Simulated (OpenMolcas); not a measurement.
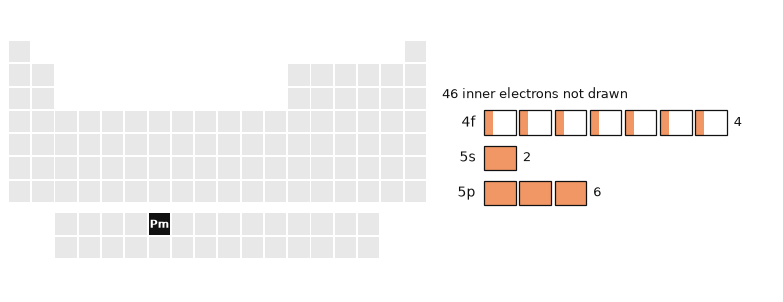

**Figure 1.** Left, the place of promethium in the periodic table; right, the outer shells of the leading configuration of the lowest level: a box for each of the 2l + 1 orbitals, shaded by the share of the shell that is filled, with the electron count at the right.

## Pm³⁺ complex: multiconfigurational calculation (part 1 of 2)

Pm³⁺ with 4 ligands (Cl; tetrahedron, 2.6 Å), neutralised by 4 outer point charges of +0.25 e, whose field is part of the energies. Computed at this level: state-averaged CASSCF, active space 4 electrons in the shell 4f, basis ANO-RCC-VTZP on the metal and ANO-RCC-VDZP on the ligands, DKH2 scalar Hamiltonian, spin-orbit coupling by RASSI with atomic mean-field integrals (OpenMolcas).

### Input file
```
&GATEWAY
Coord
5

Pm 0.0 0.0 0.0
Cl 1.501111 1.501111 1.501111
Cl 1.501111 -1.501111 -1.501111
Cl -1.501111 1.501111 -1.501111
Cl -1.501111 -1.501111 1.501111
Basis=Pm.ANO-RCC-VTZP,Cl.ANO-RCC-VDZP
Group=NoSym
NoMove
AngMom=0.0 0.0 0.0
AMFI
RICD
XField
4 Angstrom 0
3.348632 3.348632 3.348632 0.250000
3.348632 -3.348632 -3.348632 0.250000
-3.348632 3.348632 -3.348632 0.250000
-3.348632 -3.348632 3.348632 0.250000
&SEWARD
&RASSCF
FileOrb=start.orb
Symmetry=1
Spin=5
nActEl=4 0 0
Inactive=63
Ras2=7
CIRoot=35 35 1
SDav=35
CIMx=300
Iter=150 100
PrWF=0.3
OrbListing=Nothing
MaxOrb=0
LevShft=1.0
>>> COPY $Project.JobIph JOB001
&RASSCF
FileOrb=start.orb
Symmetry=1
Spin=3
nActEl=4 0 0
Inactive=63
Ras2=7
CIRoot=162 162 1
SDav=210
CIMx=300
Iter=150 100
PrWF=0.3
OrbListing=Nothing
MaxOrb=0
CIOnly
LevShft=1.0
>>> COPY $Project.JobIph JOB002
&RASSCF
FileOrb=start.orb
Symmetry=1
Spin=1
nActEl=4 0 0
Inactive=63
Ras2=7
CIRoot=162 162 1
SDav=196
CIMx=300
Iter=150 100
PrWF=0.3
OrbListing=Nothing
MaxOrb=0
CIOnly
LevShft=1.0
>>> COPY $Project.JobIph JOB003
&RASSI
NrOfJobIphs=3 33 106 31
1 2 3 4 5 6 7 8 9 10 11 12 13 14 15 16 17 18 19 20 21 22 23 24 25 26 27
28 29 30 31 32 33
1 2 3 4 5 6 7 8 9 10 11 12 13 14 15 16 17 18 19 20 21 22 23 24 25 26 27
28 29 30 31 32 33 34 35 36 37 38 39 40 41 42 43 44 45 46 47 48 49 50 51
52 53 54 55 56 57 58 59 60 61 62 63 64 65 66 67 68 69 70 71 72 73 74 75
76 77 78 79 80 81 82 83 84 85 86 87 88 89 90 91 92 93 94 95 96 97 98 99
100 101 102 103 104 105 106
1 2 3 4 5 6 7 8 9 10 11 12 13 14 15 16 17 18 19 20 21 22 23 24 25 26 27
28 29 30 31
IphNames
JOB001
JOB002
JOB003
EJob
SpinOrbit
DIPRint=1.0
SOCoupling=1000.0
Subsets=2
Property=9
'ANGMOM' 1 'ANGMOM' 2 'ANGMOM' 3 'MLTPL  1' 1 'MLTPL  1' 2 'MLTPL  1' 3
'AMFI' 1 'AMFI' 2 'AMFI' 3
SOProperty=3
'ANGMOM' 1 'ANGMOM' 2 'ANGMOM' 3
```

The file start.orb holds starting orbitals from an earlier step. A driver script formed the levels outside the program, from RASSI's spin-orbit matrix and the active-space energies, averaged over the components of each term or state.

Launched with:
```bash
OMP_NUM_THREADS=1 MOLCAS_MEM=2457 MOLCAS_PROJECT=a pymolcas a.inp > a.log  # once for each step of the input, in one work folder
```

### Log (extracts)
```
--- SEWARD ---
Basis set label: PM.ANO-RCC...8S7P5D3F2G1H.

      Electronic valence basis set:
      ------------------
      Associated Effective Charge  61.000000 au
      Associated Actual Charge     61.000000 au
      Nuclear Model: Point charge

      Shell  nPrim  nBasis  Cartesian Spherical Contaminant
         s      25       8        X
         p      22       7        X
         d      15       5                 X
         f      11       3                 X
         g       4       2                 X
         h       2       1                 X
                  Relativistic Douglas-Kroll-Hess integrals:
                    - DKH order of Hamiltonian: 2
                    - DKH order of Properties : 0
                  Atomic mean-field integrals
--- RASSCF ---
Wave function specifications:
      -----------------------------

      Number of closed shell electrons         126
      Number of electrons in active shells       4
      Max number of holes in RAS1 space          0
      Max nr of electrons in RAS3 space          0
      Number of inactive orbitals               63
      Number of active orbitals                  7
      Number of secondary orbitals             106
      Spin quantum number                      2.0
      State symmetry                             1
Orbital specifications:
      -----------------------

      Symmetry species                           1
                                                 a
      Frozen orbitals                            0
      Inactive orbitals                         63
      Active orbitals                            7
      RAS1 orbitals                              0
      RAS2 orbitals                              7
      RAS3 orbitals                              0
      Secondary orbitals                       106
      Deleted orbitals                           0
      Number of basis functions                176
      Number of CSFs                            35
      Number of root(s) required                35
      Iter CI   SX   CI       RASSCF       Energy    max ROT     max BLB   max BLB  Level Ln srch  Step   QN
          iter iter root      energy       change     param      element    value   shift minimum  type update
 Nr of preliminary CI iterations:   1
      Total energies have been shifted. Add               -11000.00 au
        1   1   12    0  -855.95096196    0.00E+00  -5.73E-02   25 129 1 -2.61E-01*  1.03   0.00    SX    NO
        2   1   13    0  -856.33910300   -3.88E-01*  2.21E-02   22  74 1 -7.56E-02*  0.80   0.00    SX    NO
        3   1   12    0  -856.43713698   -9.80E-02*  1.35E-02   63  71 1  3.82E-02*  0.78   0.00    SX    NO
        4   1   12    0  -856.46151321   -2.44E-02*  7.21E-03   63  71 1  2.14E-02*  0.83   0.00    SX    NO
        5   1   12    0  -856.46901753   -7.50E-03*  8.54E-03   63  71 1  1.33E-02*  0.83   2.31    LS   YES
        6   1   11    0  -856.47259734   -3.58E-03*  3.53E-03   19  71 1  1.73E-02*  0.84   1.11    QN   YES
        7   1   10    0  -856.47359834   -1.00E-03*  1.00E-03   27  95 1 -3.97E-03*  0.86   1.04    QN   YES
        8   1   10    0  -856.47381926   -2.21E-04*  6.55E-04   15 137 1  1.51E-03*  0.85   1.66    LS   YES
        9   1   10    0  -856.47386070   -4.14E-05*  3.67E-04   30 141 1 -1.44E-03*  0.85   1.01    QN   YES
       10   1    9    0  -856.47388436   -2.37E-05*  2.58E-04   25 129 1 -4.91E-04*  0.85   1.70    LS   YES
       11   1    9    0  -856.47388925   -4.89E-06*  1.11E-04   57 168 1  4.47E-04*  0.85   1.00    QN   YES
       12   1    8    0  -856.47389159   -2.34E-06*  7.18E-05   57 168 1  2.28E-04*  0.85   1.65    LS   YES
       13   1    7    0  -856.47389205   -4.54E-07* -4.64E-05   20  72 1  1.15E-04*  0.85   1.05    QN   YES
       14   1    7    0  -856.47389244   -3.94E-07* -3.07E-05   36  92 1 -4.71E-05   0.85   1.66    LS   YES
       15   1    7    0  -856.47389252   -8.09E-08* -1.44E-05   57 168 1 -6.53E-05   0.85   1.05    QN   YES
       16   1    7    0  -856.47389257   -5.07E-08* -2.16E-05   57 168 1 -3.33E-05   0.85   2.50    LS   YES
       17   1    7    0  -856.47389259   -1.68E-08* -1.29E-05   15 137 1 -5.75E-05   0.85   0.73    QN   YES
       18   1    6    0  -856.47389260   -8.59E-09  -4.69E-06   27  71 1  9.86E-06   0.85   2.50    QN   YES
      Convergence after 18 iterations
       19   1    6    0  -856.47389260   -3.56E-09  -4.69E-06   15 137 1  5.59E-06   0.85   2.50    QN   YES
      Natural orbitals and occupation numbers for root  1
      sym 1:   0.913488   0.089790   0.978979   0.305774   0.252964   0.760755   0.698249
      Natural orbitals and occupation numbers for root  2
      sym 1:   0.241377   0.111564   0.808460   0.883400   0.260854   0.936472   0.757873
      Natural orbitals and occupation numbers for root  3
      sym 1:   0.753637   0.110646   0.787833   0.900489   0.268648   0.939935   0.238812
::    RASSCF root number  1 Total energy: -11856.54246348
::    RASSCF root number  2 Total energy: -11856.54246348
::    RASSCF root number  3 Total energy: -11856.54246348
::    RASSCF root number  4 Total energy: -11856.54240829
::    RASSCF root number  5 Total energy: -11856.54240829
::    RASSCF root number  6 Total energy: -11856.54173200
::    RASSCF root number  7 Total energy: -11856.54173200
::    RASSCF root number  8 Total energy: -11856.54173200
::    RASSCF root number  9 Total energy: -11856.54172827
::    RASSCF root number 10 Total energy: -11856.54172827
::    RASSCF root number 11 Total energy: -11856.54172827
::    RASSCF root number 12 Total energy: -11856.54163347
::    RASSCF root number 13 Total energy: -11856.54162342
::    RASSCF root number 14 Total energy: -11856.47411047
::    RASSCF root number 15 Total energy: -11856.47411047
::    RASSCF root number 16 Total energy: -11856.47411047
::    RASSCF root number 17 Total energy: -11856.47392095
::    RASSCF root number 18 Total energy: -11856.47392095
::    RASSCF root number 19 Total energy: -11856.47392095
::    RASSCF root number 20 Total energy: -11856.47390853
::    RASSCF root number 21 Total energy: -11856.47315483
::    RASSCF root number 22 Total energy: -11856.43562066
::    RASSCF root number 23 Total energy: -11856.43562066
::    RASSCF root number 24 Total energy: -11856.43562066
::    RASSCF root number 25 Total energy: -11856.43469414
::    RASSCF root number 26 Total energy: -11856.43465987
::    RASSCF root number 27 Total energy: -11856.43465987
::    RASSCF root number 28 Total energy: -11856.43465987
::    RASSCF root number 29 Total energy: -11856.43463231
::    RASSCF root number 30 Total energy: -11856.43463231
--- RASSCF ---
Wave function specifications:
      -----------------------------

      Number of closed shell electrons         126
      Number of electrons in active shells       4
      Max number of holes in RAS1 space          0
      Max nr of electrons in RAS3 space          0
      Number of inactive orbitals               63
      Number of active orbitals                  7
      Number of secondary orbitals             106
      Spin quantum number                      1.0
      State symmetry                             1
Orbital specifications:
      -----------------------

      Symmetry species                           1
                                                 a
      Frozen orbitals                            0
      Inactive orbitals                         63
      Active orbitals                            7
      RAS1 orbitals                              0
      RAS2 orbitals                              7
      RAS3 orbitals                              0
      Secondary orbitals                       106
      Deleted orbitals                           0
      Number of basis functions                176
      Number of CSFs                           210
      Number of root(s) required               162
      Iter CI   SX   CI       RASSCF       Energy    max ROT     max BLB   max BLB  Level Ln srch  Step   QN
          iter iter root      energy       change     param      element    value   shift minimum  type update
 Nr of preliminary CI iterations:   1
        1   1    0    0-11856.38125301    0.00E+00   0.00E+00   69  81 1 -8.00E-03*  0.00   0.00    SX    NO
      Natural orbitals and occupation numbers for root  1
      sym 1:   0.601641   0.517234   0.601641   0.559281   0.559281   0.601641   0.559281
      Natural orbitals and occupation numbers for root  2
      sym 1:   0.594148   0.527709   0.600635   0.531232   0.594118   0.576258   0.575901
      Natural orbitals and occupation numbers for root  3
      sym 1:   0.535270   0.525794   0.578159   0.593705   0.598308   0.594654   0.574111
::    RASSCF root number  1 Total energy: -11856.46088509
::    RASSCF root number  2 Total energy: -11856.46084815
::    RASSCF root number  3 Total energy: -11856.46084815
::    RASSCF root number  4 Total energy: -11856.46084815
::    RASSCF root number  5 Total energy: -11856.46083832
::    RASSCF root number  6 Total energy: -11856.46083832
::    RASSCF root number  7 Total energy: -11856.46083832
::    RASSCF root number  8 Total energy: -11856.46080088
::    RASSCF root number  9 Total energy: -11856.46080088
::    RASSCF root number 10 Total energy: -11856.46070181
::    RASSCF root number 11 Total energy: -11856.46070181
::    RASSCF root number 12 Total energy: -11856.46070181
::    RASSCF root number 13 Total energy: -11856.46063402
::    RASSCF root number 14 Total energy: -11856.46063402
::    RASSCF root number 15 Total energy: -11856.46063402
::    RASSCF root number 16 Total energy: -11856.43860455
::    RASSCF root number 17 Total energy: -11856.43860455
::    RASSCF root number 18 Total energy: -11856.43860455
::    RASSCF root number 19 Total energy: -11856.43822991
::    RASSCF root number 20 Total energy: -11856.43822991
::    RASSCF root number 21 Total energy: -11856.43822991
::    RASSCF root number 22 Total energy: -11856.43787482
::    RASSCF root number 23 Total energy: -11856.43787482
::    RASSCF root number 24 Total energy: -11856.43772782
::    RASSCF root number 25 Total energy: -11856.43772782
::    RASSCF root number 26 Total energy: -11856.43772782
::    RASSCF root number 27 Total energy: -11856.43018603
::    RASSCF root number 28 Total energy: -11856.42976817
::    RASSCF root number 29 Total energy: -11856.42976817
::    RASSCF root number 30 Total energy: -11856.42976817
--- RASSCF ---
Wave function specifications:
      -----------------------------

      Number of closed shell electrons         126
      Number of electrons in active shells       4
      Max number of holes in RAS1 space          0
      Max nr of electrons in RAS3 space          0
      Number of inactive orbitals               63
      Number of active orbitals                  7
      Number of secondary orbitals             106
      Spin quantum number                      0.0
      State symmetry                             1
Orbital specifications:
      -----------------------

      Symmetry species                           1
                                                 a
      Frozen orbitals                            0
      Inactive orbitals                         63
      Active orbitals                            7
      RAS1 orbitals                              0
      RAS2 orbitals                              7
      RAS3 orbitals                              0
      Secondary orbitals                       106
      Deleted orbitals                           0
      Number of basis functions                176
      Number of CSFs                           196
      Number of root(s) required               162
      Iter CI   SX   CI       RASSCF       Energy    max ROT     max BLB   max BLB  Level Ln srch  Step   QN
          iter iter root      energy       change     param      element    value   shift minimum  type update
 Nr of preliminary CI iterations:   1
        1   1    0    0-11856.31256867    0.00E+00   0.00E+00   69  81 1 -1.39E-02*  0.00   0.00    SX    NO
      Natural orbitals and occupation numbers for root  1
      sym 1:   0.846537   0.287394   0.812343   0.249003   0.591629   0.703225   0.509869
      Natural orbitals and occupation numbers for root  2
      sym 1:   0.651337   0.287394   0.762398   0.728199   0.308705   0.871506   0.390462
      Natural orbitals and occupation numbers for root  3
      sym 1:   0.830293   0.290933   0.829129   0.205484   0.577224   0.686851   0.580086
::    RASSCF root number  1 Total energy: -11856.41134937
::    RASSCF root number  2 Total energy: -11856.41134937
::    RASSCF root number  3 Total energy: -11856.41133845
::    RASSCF root number  4 Total energy: -11856.41133845
::    RASSCF root number  5 Total energy: -11856.41133845
::    RASSCF root number  6 Total energy: -11856.41113475
::    RASSCF root number  7 Total energy: -11856.41113475
::    RASSCF root number  8 Total energy: -11856.41113475
::    RASSCF root number  9 Total energy: -11856.41110819
::    RASSCF root number 10 Total energy: -11856.41103836
::    RASSCF root number 11 Total energy: -11856.41103836
::    RASSCF root number 12 Total energy: -11856.41103836
::    RASSCF root number 13 Total energy: -11856.41097690
::    RASSCF root number 14 Total energy: -11856.41097690
::    RASSCF root number 15 Total energy: -11856.41085351
::    RASSCF root number 16 Total energy: -11856.41085351
::    RASSCF root number 17 Total energy: -11856.41085351
::    RASSCF root number 18 Total energy: -11856.39629466
::    RASSCF root number 19 Total energy: -11856.39629466
::    RASSCF root number 20 Total energy: -11856.39629466
::    RASSCF root number 21 Total energy: -11856.39628356
::    RASSCF root number 22 Total energy: -11856.39628356
::    RASSCF root number 23 Total energy: -11856.38549314
::    RASSCF root number 24 Total energy: -11856.38526862
::    RASSCF root number 25 Total energy: -11856.38526862
::    RASSCF root number 26 Total energy: -11856.38526862
::    RASSCF root number 27 Total energy: -11856.38511135
::    RASSCF root number 28 Total energy: -11856.38511135
::    RASSCF root number 29 Total energy: -11856.38418387
::    RASSCF root number 30 Total energy: -11856.38418387
```

(Continued in part 2.) Outcome of the run: converged.
